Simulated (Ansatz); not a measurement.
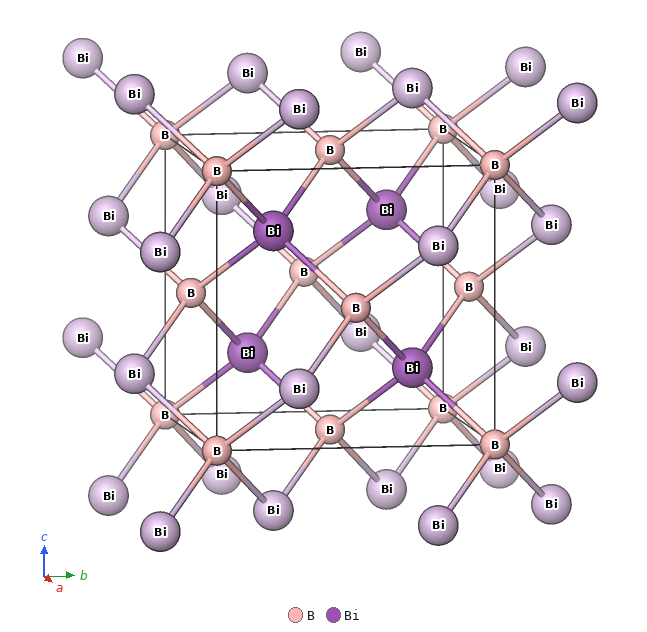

The crystal in a ball-and-stick representation, seen slightly off an axis. One drawn cell (a repeat of the simulation cell) is framed, with atoms on its boundary repeated. The first bonded neighbours in the surrounding cells are also shown, in fainter colours.

BiB, a = 5.490 Å, b = 5.490 Å, c = 5.490 Å, α = 90.00°, β = 90.00°, γ = 89.08°. Strictly the space group is Imm2 (No. 44, within 0.01 Å). It is a distorted form of a face-centred cubic structure, space group F-43m (No. 216) within 0.25 Å: zinc blende (sphalerite type). The structure comes from a structure type filled with these elements by a generator (whether the compound takes this form wasn't checked). The cell was then strained or its atoms displaced on purpose. Ansatz was used for an electronic-structure calculation on it.

This one geometry was computed with Ansatz (DFT, plane waves, PAW) at three levels of theory: r2SCAN, PBE and HSE06. It was relaxed with r2SCAN and then strained.

Which level gives the highest pressure at this volume, and what does that say about its equilibrium volume?

Answer. Highest: PBE (1.3 GPa), which points to the largest equilibrium volume. Lowest, with the smallest volume: HSE06 (-1.8 GPa). Levels within 0.5 GPa of each other can't be told apart.

How does the band gap change with the level of theory?

Answer. PBE: a gap of 0.23 eV, direct; r2SCAN: a gap of 0.33 eV, direct; HSE06: a gap of 0.80 eV, indirect.

Collect the results in a table.

Answer.
| level | cutoff (eV) | k-mesh of the run's cell | gap (eV) | pressure (GPa) |
| --- | --- | --- | --- | --- |
| r2SCAN | 500 | 8×8×8 | 0.33 | 0.0 |
| PBE | 420 | 8×8×8 | 0.23 | 1.3 |
| HSE06 | 420 | 6×6×6 | 0.80 | -1.8 |

Gaps are taken on the k-mesh or band path of each run.
